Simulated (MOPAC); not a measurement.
## Geometry relaxation, with input and output: CH4BGaO2 (part 1 of 3)

System: CH4BGaO2.
Method: PM6-D3, closed shell, dispersion D3 (MOPAC 23.2.5).

The atoms were displaced at random from an optimised geometry.

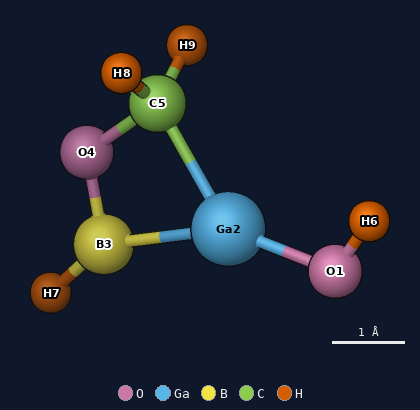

Figure 1. The input geometry (ball-and-stick view, seen at a tilt; atoms are numbered from 1 in the order of the input). Sticks mark near contacts.

Key numbers:

- outcome: converged
- total energy: −32.107738 hartree
- dispersion energy: −0.002741 hartree
- heat of formation: −52.43 kcal/mol
- basis functions: 24
- largest force: 0.000 eV/Å
- HOMO: −7.50 eV
- LUMO: −0.65 eV
- dipole moment: 9.51 D
- hardware: 1 thread of Intel Xeon (Sapphire Rapids), 64 GiB of memory available, shared host
- peak memory: 0.086 GiB

Remarks:

MOPAC's energies along a path are heats of formation.

Input (mol.mop):
```
PM6-D3 BONDS GNORM=0.02 DISP PRECISE EF CYCLES=300 AUX(PRECISION=6) THREADS=1
CH4BGaO2, PM6-D3

O     -0.125064     2.673728    -0.180717
Ga     0.192698     0.907489    -0.213171
B      1.293882    -0.807361    -0.737917
O      0.381724    -1.527740    -0.081121
C     -0.695197    -0.770742     0.508131
H     -0.944081     2.900256     0.307117
H      2.235350    -1.319307    -1.280447
H     -0.700838    -0.977842     1.600184
H     -1.642614    -1.111834     0.094635
```

Command:
```bash
mopac mol.mop
```

Log:
```
MOPAC v23.2.5
PM6-D3 CALCULATION RESULTS

 *  PM6-D3     - CORRECT DISPERSION USING D3 METHOD
 *  PRECISE    - TIGHTER CRITERIA TO BE USED
 *  EF         - USE EF ROUTINE FOR MINIMUM SEARCH
 *  THREADS=1  - MULTI-THREADING NOT USED
 *  CYCLES=    - DO A MAXIMUM OF 300 STEPS
 *  GNORM      - EXIT WHEN GRADIENT NORM DROPS BELOW 0.020
 *  AUX        - OUTPUT AUXILIARY INFORMATION
 *  DISP       - PRINT DISPERSION AND HYDROGEN BOND ENERGIES
 *  BONDS      - FINAL BOND-ORDER MATRIX TO BE PRINTED
PM6-D3 BONDS GNORM=0.02 DISP PRECISE EF CYCLES=300 AUX(PRECISION=6) THREADS=1
 CH4BGaO2, PM6-D3

   ATOM   CHEMICAL          X               Y               Z
  NUMBER   SYMBOL      (ANGSTROMS)     (ANGSTROMS)     (ANGSTROMS)

     1       O         -0.12506400  *   2.67372800  *  -0.18071700  *
     2      Ga          0.19269800  *   0.90748900  *  -0.21317100  *
     3       B          1.29388200  *  -0.80736100  *  -0.73791700  *
     4       O          0.38172400  *  -1.52774000  *  -0.08112100  *
     5       C         -0.69519700  *  -0.77074200  *   0.50813100  *
     6       H         -0.94408100  *   2.90025600  *   0.30711700  *
     7       H          2.23535000  *  -1.31930700  *  -1.28044700  *
     8       H         -0.70083800  *  -0.97784200  *   1.60018400  *
     9       H         -1.64261400  *  -1.11183400  *   0.09463500  *

          CARTESIAN COORDINATES

    NO.       ATOM           X           Y           Z

     1         O         -0.1251      2.6737     -0.1807
     2        Ga          0.1927      0.9075     -0.2132
     3         B          1.2939     -0.8074     -0.7379
     4         O          0.3817     -1.5277     -0.0811
     5         C         -0.6952     -0.7707      0.5081
     6         H         -0.9441      2.9003      0.3071
     7         H          2.2353     -1.3193     -1.2804
     8         H         -0.7008     -0.9778      1.6002
     9         H         -1.6426     -1.1118      0.0946

           Empirical Formula: C H4 O2 Ga B  =     9 atoms

      MOLECULAR POINT GROUP   :   Cs

      RHF CALCULATION, NO. OF DOUBLY OCCUPIED LEVELS = 13

          Geometry optimization using EF

          DIAGONAL MATRIX USED AS START HESSIAN
```

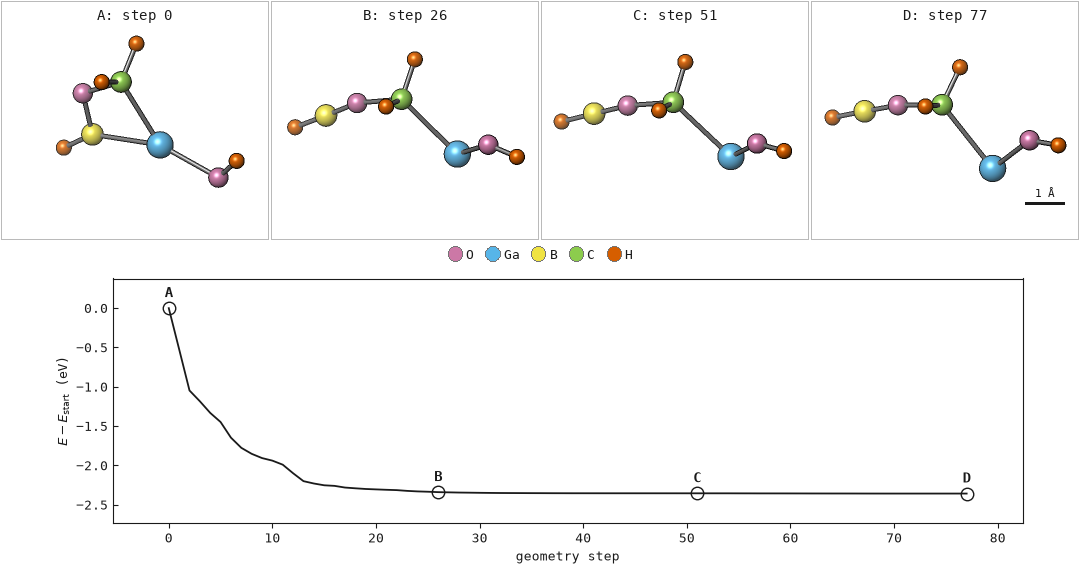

Figure 2. Frames of the relaxation (ball-and-stick view, seen at a tilt) above the curves, on which the letters mark them (steps are counted from 0).

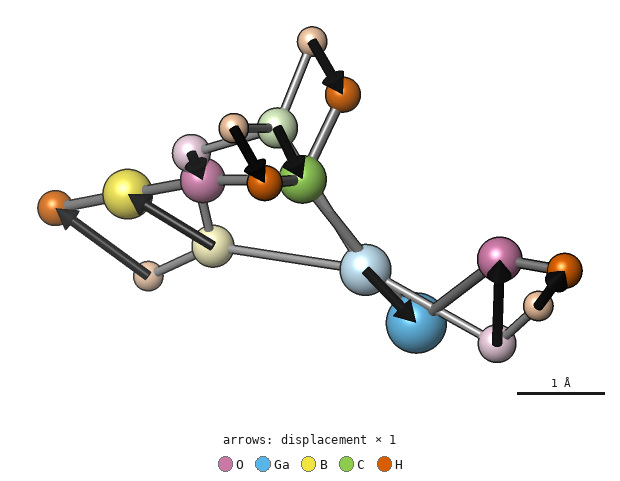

Figure 3. Start (faint) and end (solid) with the displacements as black arrows, at true length (ball-and-stick view, seen at a tilt). The two geometries are laid on each other by the best rigid fit. The largest move after the best rigid fit is that of H7, 1.34 Å. Largest moves by element: H 1.34 Å, O 1.30 Å, B 1.18 Å, Ga 0.85 Å, C 0.72 Å. Among the contacts that change: Ga2–B3 2.104 → 3.865 Å, B3–O4 1.335 → 1.195 Å, Ga2–C5 2.031 → 2.159 Å, O1–H6 0.980 → 0.890 Å. Bonds break: Ga2–B3 (2.10 → 3.87 Å). Among the angles that change: O4–B3–H7 121.9° → 179.5°, B3–O4–C5 115.3° → 171.2°, O1–Ga2–C5 136.8° → 82.0°. After 77 geometry steps the energy has fallen by 2.357 eV. Largest force component: 5.6 eV/Å at the start, 0.00012 eV/Å at the end. (Atoms are counted from 1 in the order of the input.)

```
 CYCLE:     1 TIME:   0.008 TIME LEFT:  2.00D  GRAD.:   230.537 HEAT:  1.920011
 CYCLE:     2 TIME:   0.000 TIME LEFT:  2.00D  GRAD.:   190.638 HEAT: -10.11037
 CYCLE:     3 TIME:   0.000 TIME LEFT:  2.00D  GRAD.:    98.194 HEAT: -22.21166
 CYCLE:     4 TIME:   0.008 TIME LEFT:  2.00D  GRAD.:    70.309 HEAT: -25.37262
 CYCLE:     5 TIME:   0.000 TIME LEFT:  2.00D  GRAD.:    66.984 HEAT: -28.78331
 CYCLE:     6 TIME:   0.008 TIME LEFT:  2.00D  GRAD.:    89.750 HEAT: -31.45650
 CYCLE:     7 TIME:   0.000 TIME LEFT:  2.00D  GRAD.:    72.198 HEAT: -36.04178
 CYCLE:     8 TIME:   0.000 TIME LEFT:  2.00D  GRAD.:    42.320 HEAT: -39.01971
 CYCLE:     9 TIME:   0.008 TIME LEFT:  2.00D  GRAD.:    25.306 HEAT: -40.77880
 CYCLE:    10 TIME:   0.000 TIME LEFT:  2.00D  GRAD.:    22.999 HEAT: -42.02536
 CYCLE:    11 TIME:   0.000 TIME LEFT:  2.00D  GRAD.:    23.136 HEAT: -42.77692
 CYCLE:    12 TIME:   0.008 TIME LEFT:  2.00D  GRAD.:    34.886 HEAT: -43.96264
 CYCLE:    13 TIME:   0.000 TIME LEFT:  2.00D  GRAD.:    27.910 HEAT: -46.47339
 CYCLE:    14 TIME:   0.000 TIME LEFT:  2.00D  GRAD.:    27.308 HEAT: -48.79007
 CYCLE:    15 TIME:   0.008 TIME LEFT:  2.00D  GRAD.:    24.081 HEAT: -49.47964
 CYCLE:    16 TIME:   0.000 TIME LEFT:  2.00D  GRAD.:    22.850 HEAT: -50.00277
 CYCLE:    17 TIME:   0.000 TIME LEFT:  2.00D  GRAD.:    43.460 HEAT: -50.17306
 CYCLE:    18 TIME:   0.008 TIME LEFT:  2.00D  GRAD.:    21.326 HEAT: -50.66327
 CYCLE:    19 TIME:   0.000 TIME LEFT:  2.00D  GRAD.:    10.197 HEAT: -50.88495
 CYCLE:    20 TIME:   0.008 TIME LEFT:  2.00D  GRAD.:    12.019 HEAT: -51.08350
 CYCLE:    21 TIME:   0.000 TIME LEFT:  2.00D  GRAD.:     9.227 HEAT: -51.20496
 CYCLE:    22 TIME:   0.000 TIME LEFT:  2.00D  GRAD.:     9.041 HEAT: -51.32112
 CYCLE:    23 TIME:   0.008 TIME LEFT:  2.00D  GRAD.:     6.801 HEAT: -51.41890
 CYCLE:    24 TIME:   0.000 TIME LEFT:  2.00D  GRAD.:     9.248 HEAT: -51.64051
 CYCLE:    25 TIME:   0.000 TIME LEFT:  2.00D  GRAD.:    10.553 HEAT: -51.79569
 CYCLE:    26 TIME:   0.008 TIME LEFT:  2.00D  GRAD.:     8.519 HEAT: -51.88883
 CYCLE:    27 TIME:   0.000 TIME LEFT:  2.00D  GRAD.:     6.642 HEAT: -52.01158
 CYCLE:    28 TIME:   0.000 TIME LEFT:  2.00D  GRAD.:     4.953 HEAT: -52.07123
 CYCLE:    29 TIME:   0.008 TIME LEFT:  2.00D  GRAD.:     4.111 HEAT: -52.13101
 CYCLE:    30 TIME:   0.000 TIME LEFT:  2.00D  GRAD.:     5.302 HEAT: -52.16717
 CYCLE:    31 TIME:   0.000 TIME LEFT:  2.00D  GRAD.:     4.479 HEAT: -52.20745
 CYCLE:    32 TIME:   0.008 TIME LEFT:  2.00D  GRAD.:     5.780 HEAT: -52.23965
 CYCLE:    33 TIME:   0.000 TIME LEFT:  2.00D  GRAD.:     2.663 HEAT: -52.26597
 CYCLE:    34 TIME:   0.000 TIME LEFT:  2.00D  GRAD.:     4.336 HEAT: -52.27870
 CYCLE:    35 TIME:   0.008 TIME LEFT:  2.00D  GRAD.:     3.397 HEAT: -52.28915
 CYCLE:    36 TIME:   0.000 TIME LEFT:  2.00D  GRAD.:     2.618 HEAT: -52.30291
 CYCLE:    37 TIME:   0.000 TIME LEFT:  2.00D  GRAD.:     2.416 HEAT: -52.31144
 CYCLE:    38 TIME:   0.008 TIME LEFT:  2.00D  GRAD.:     2.602 HEAT: -52.32398
 CYCLE:    39 TIME:   0.000 TIME LEFT:  2.00D  GRAD.:     1.683 HEAT: -52.32930
 CYCLE:    40 TIME:   0.000 TIME LEFT:  2.00D  GRAD.:     2.189 HEAT: -52.33704
 CYCLE:    41 TIME:   0.008 TIME LEFT:  2.00D  GRAD.:     1.055 HEAT: -52.33893
 CYCLE:    42 TIME:   0.000 TIME LEFT:  2.00D  GRAD.:     0.974 HEAT: -52.34115
 CYCLE:    43 TIME:   0.000 TIME LEFT:  2.00D  GRAD.:     0.817 HEAT: -52.34279
 CYCLE:    44 TIME:   0.000 TIME LEFT:  2.00D  GRAD.:     0.775 HEAT: -52.34394
 CYCLE:    45 TIME:   0.008 TIME LEFT:  2.00D  GRAD.:     0.854 HEAT: -52.34504
 CYCLE:    46 TIME:   0.000 TIME LEFT:  2.00D  GRAD.:     0.878 HEAT: -52.34625
 CYCLE:    47 TIME:   0.008 TIME LEFT:  2.00D  GRAD.:     0.871 HEAT: -52.34783
 CYCLE:    48 TIME:   0.000 TIME LEFT:  2.00D  GRAD.:     0.718 HEAT: -52.34866
 CYCLE:    49 TIME:   0.000 TIME LEFT:  2.00D  GRAD.:     0.845 HEAT: -52.35048
 CYCLE:    50 TIME:   0.008 TIME LEFT:  2.00D  GRAD.:     0.814 HEAT: -52.35134
 CYCLE:    51 TIME:   0.000 TIME LEFT:  2.00D  GRAD.:     0.941 HEAT: -52.35373
 CYCLE:    52 TIME:   0.008 TIME LEFT:  2.00D  GRAD.:     0.594 HEAT: -52.35491
 CYCLE:    53 TIME:   0.000 TIME LEFT:  2.00D  GRAD.:     0.585 HEAT: -52.35547
 CYCLE:    54 TIME:   0.000 TIME LEFT:  2.00D  GRAD.:     1.090 HEAT: -52.35711
 CYCLE:    55 TIME:   0.008 TIME LEFT:  2.00D  GRAD.:     1.271 HEAT: -52.35820
 CYCLE:    56 TIME:   0.000 TIME LEFT:  2.00D  GRAD.:     2.886 HEAT: -52.36643
 CYCLE:    57 TIME:   0.000 TIME LEFT:  2.00D  GRAD.:     1.898 HEAT: -52.37136
 CYCLE:    58 TIME:   0.008 TIME LEFT:  2.00D  GRAD.:     1.198 HEAT: -52.38008
 CYCLE:    59 TIME:   0.000 TIME LEFT:  2.00D  GRAD.:     0.843 HEAT: -52.38182
 CYCLE:    60 TIME:   0.000 TIME LEFT:  2.00D  GRAD.:     0.825 HEAT: -52.38431
 CYCLE:    61 TIME:   0.008 TIME LEFT:  2.00D  GRAD.:     1.117 HEAT: -52.38856
 CYCLE:    62 TIME:   0.000 TIME LEFT:  2.00D  GRAD.:     1.412 HEAT: -52.39390
 CYCLE:    63 TIME:   0.000 TIME LEFT:  2.00D  GRAD.:     1.581 HEAT: -52.40111
 CYCLE:    64 TIME:   0.008 TIME LEFT:  2.00D  GRAD.:     1.469 HEAT: -52.40443
 CYCLE:    65 TIME:   0.000 TIME LEFT:  2.00D  GRAD.:     1.324 HEAT: -52.40810
 CYCLE:    66 TIME:   0.008 TIME LEFT:  2.00D  GRAD.:     1.379 HEAT: -52.40989
 CYCLE:    67 TIME:   0.000 TIME LEFT:  2.00D  GRAD.:     1.120 HEAT: -52.41334
 CYCLE:    68 TIME:   0.000 TIME LEFT:  2.00D  GRAD.:     1.731 HEAT: -52.42007
 CYCLE:    69 TIME:   0.008 TIME LEFT:  2.00D  GRAD.:     1.744 HEAT: -52.42383
 CYCLE:    70 TIME:   0.000 TIME LEFT:  2.00D  GRAD.:     1.102 HEAT: -52.42616
 CYCLE:    71 TIME:   0.000 TIME LEFT:  2.00D  GRAD.:     0.436 HEAT: -52.42652
 CYCLE:    72 TIME:   0.000 TIME LEFT:  2.00D  GRAD.:     0.475 HEAT: -52.42658
 CYCLE:    73 TIME:   0.008 TIME LEFT:  2.00D  GRAD.:     0.212 HEAT: -52.42676
 CYCLE:    74 TIME:   0.000 TIME LEFT:  2.00D  GRAD.:     0.161 HEAT: -52.42680
 CYCLE:    75 TIME:   0.000 TIME LEFT:  2.00D  GRAD.:     0.151 HEAT: -52.42686
 CYCLE:    76 TIME:   0.008 TIME LEFT:  2.00D  GRAD.:     0.059 HEAT: -52.42689
 CYCLE:    77 TIME:   0.000 TIME LEFT:  2.00D  GRAD.:     0.022 HEAT: -52.42690
 CYCLE:    78 TIME:   0.008 TIME LEFT:  2.00D  GRAD.:     0.008 HEAT: -52.42690

     GRADIENT =  0.00782 IS LESS THAN CUTOFF =  0.02000

 -------------------------------------------------------------------------------
 PM6-D3 BONDS GNORM=0.02 DISP PRECISE EF CYCLES=300 AUX(PRECISION=6) THREADS=1
 CH4BGaO2, PM6-D3

     GEOMETRY OPTIMISED USING EIGENVECTOR FOLLOWING (EF).
     SCF FIELD WAS ACHIEVED

                              PM6-D3 CALCULATION

          FINAL HEAT OF FORMATION =        -52.42690 KCAL/MOL =    -219.35415 KJ/MOL

          TOTAL ENERGY            =     -20147.90955 KCAL/MOL = ELECTRONIC ENERGY + CORE-CORE REPULSION
          ENERGY OF ATOMS         =      20097.29130 KCAL/MOL
                              SUM =        -50.61825 KCAL/MOL
          DISPERSION ENERGY       =         -1.72027 KCAL/MOL
          H-BOND ENERGY           =         -0.08838 KCAL/MOL
                              SUM =        -52.42690 KCAL/MOL = FINAL HEAT OF FORMATION

          TOTAL ENERGY            =       -873.69605 EV
          ELECTRONIC ENERGY       =      -2376.48674 EV
          CORE-CORE REPULSION     =       1502.79069 EV
          COSMO AREA              =        130.25 SQUARE ANGSTROMS
          COSMO VOLUME            =        115.38 CUBIC ANGSTROMS

          GRADIENT NORM           =          0.00782          =       0.00261 PER ATOM
          IONIZATION POTENTIAL    =          7.504925 EV
          HOMO LUMO ENERGIES (EV) =         -7.505 -0.645
          NO. OF FILLED LEVELS    =         13
          MOLECULAR WEIGHT        =        128.5864         POINT GROUP:  Cs

          MOLECULAR DIMENSIONS (Angstroms)

            Atom       Atom       Distance
            H     7    H     6     7.09411
           Ga     2    H     9     2.65595
            H     9    H     8     1.69037

          SCF CALCULATIONS        =         80

          WALL-CLOCK TIME         =      0.227 SECONDS
          COMPUTATION TIME        =      0.142 SECONDS

   ATOM   CHEMICAL          X               Y               Z
  NUMBER   SYMBOL      (ANGSTROMS)     (ANGSTROMS)     (ANGSTROMS)

     1       O         -1.00256076  *   2.21055728  *   0.45991446  *
     2      Ga          0.33737224  *   1.51244735  *  -0.58571565  *
     3       B          1.28389249  *  -2.23492081  *  -0.57760947  *
     4       O          0.53722492  *  -1.44060716  *  -0.08767747  *
     5       C         -0.27126343  *  -0.31834917  *   0.38254840  *
     6       H         -1.40134985  *   2.98549938  *   0.64083762  *
     7       H          2.01110389  *  -2.99764885  *  -1.05724597  *
     8       H         -0.11740369  *  -0.30739249  *   1.46741499  *
     9       H         -1.30207597  *  -0.60950087  *   0.15152227  *

                             CARTESIAN COORDINATES

   1    O       -1.002560758     2.210557275     0.459914460
   2   Ga        0.337372240     1.512447353    -0.585715646
   3    B        1.283892486    -2.234920813    -0.577609466
   4    O        0.537224924    -1.440607163    -0.087677468
   5    C       -0.271263433    -0.318349166     0.382548404
   6    H       -1.401349848     2.985499376     0.640837621
   7    H        2.011103893    -2.997648846    -1.057245972
   8    H       -0.117403690    -0.307392492     1.467414991
   9    H       -1.302075971    -0.609500874     0.151522267

           Empirical Formula: C H4 O2 Ga B  =     9 atoms

      MOLECULAR POINT GROUP   :   Cs

                  EIGENVALUES
 -33.28319 -26.48027 -25.54659 -19.09809 -17.47837 -17.39189 -16.79327 -15.85790
 -12.74663 -11.62200 -10.60015 -10.46942  -7.50493  -0.64483  -0.26042  -0.08488
   2.22905   2.46810   3.40484   4.26868   4.57391   6.01399   6.42775   8.28195

              NET ATOMIC CHARGES AND DIPOLE CONTRIBUTIONS

  ATOM NO.   TYPE          CHARGE      No. of ELECS.   s-Pop       p-Pop
    1          O          -0.800763        6.8008     1.67576     5.12501
    2         Ga           0.106823        2.8932     1.87283     1.02034
    3          B           0.473098        2.5269     1.06065     1.46625
    4          O          -0.270563        6.2706     1.58970     4.68086
    5          C          -0.220177        4.2202     1.25431     2.96586
    6          H           0.320786        0.6792     0.67921
    7          H           0.155079        0.8449     0.84492
    8          H           0.117857        0.8821     0.88214
    9          H           0.117860        0.8821     0.88214
 DIPOLE           X         Y         Z       TOTAL
 POINT-CHG.     5.071    -8.748    -2.556    10.429
 HYBRID        -2.335    -0.351     2.183     3.216
 SUM            2.735    -9.099    -0.374     9.509

          ATOMIC ORBITAL ELECTRON POPULATIONS

     Atom    s        px        py        pz
    1  O   1.67576   1.72458   1.57300   1.82742
    2 Ga   1.87283   0.34185   0.36609   0.31240
    3  B   1.06065   0.50749   0.53531   0.42345
    4  O   1.58970   1.56578   1.48669   1.62839
    5  C   1.25431   0.98639   0.83485   1.14463
    6  H   0.67921
    7  H   0.84492
    8  H   0.88214
    9  H   0.88214

          BONDING CONTRIBUTION OF EACH M.O.

  1.3684  1.3284  1.6874  1.7298  1.2147  1.1412  1.6478  1.6659  1.8769  0.3172
  1.0487  0.4014  0.6564 -1.6412 -1.1190 -1.3434 -0.4220 -1.6340 -1.2290 -1.3800
 -1.6162 -1.9654 -1.9647 -1.7692

            (VALENCIES)   BOND ORDERS

     1  O     (1.771)     6  H 0.878     2 Ga 0.870     5  C 0.016

     2 Ga     (1.514)     1  O 0.870     5  C 0.589     3  B 0.025     6  H 0.015

     3  B     (3.014)     4  O 1.925     7  H 0.954     5  C 0.084     2 Ga 0.025     8  H 0.012     9  H 0.012

     4  O     (2.621)     3  B 1.925     5  C 0.678

     5  C     (3.318)     8  H 0.968     9  H 0.968     4  O 0.678     2 Ga 0.589     3  B 0.084     1  O 0.016
                          7  H 0.012

     6  H     (0.897)     1  O 0.878     2 Ga 0.015

     7  H     (0.976)     3  B 0.954     5  C 0.012

     8  H     (0.986)     5  C 0.968     3  B 0.012

     9  H     (0.986)     5  C 0.968     3  B 0.012

 *                    *
 * JOB ENDED NORMALLY *
 *                    *

 TOTAL JOB TIME:             0.23 SECONDS

 == MOPAC DONE ==
```

Trajectory as extended XYZ (Å, eV, eV/Å), 51 of the 78 frames kept, from step=0 to step=77:
```
9
Properties=species:S:1:pos:R:3:forces:R:3 step=0 energy=0.08326
O    -0.1251    2.6737   -0.1807   -0.7465  -0.0198   0.4653
Ga    0.1927    0.9075   -0.2132   -2.8617   5.4693   1.2567
B     1.2939   -0.8074   -0.7379    4.4151  -5.5986  -2.2128
O     0.3817   -1.5277   -0.0811   -0.5128  -1.3792   0.4009
C    -0.6952   -0.7707    0.5081    0.0369   0.3882   0.4902
H    -0.9441    2.9003    0.3071    0.1739   0.5128  -0.1516
H     2.2353   -1.3193   -1.2804   -0.4443   0.5520   0.2229
H    -0.7008   -0.9778    1.6002    0.0871   0.1323  -0.2699
H    -1.6426   -1.1118    0.0946   -0.1476  -0.0569  -0.2017
```
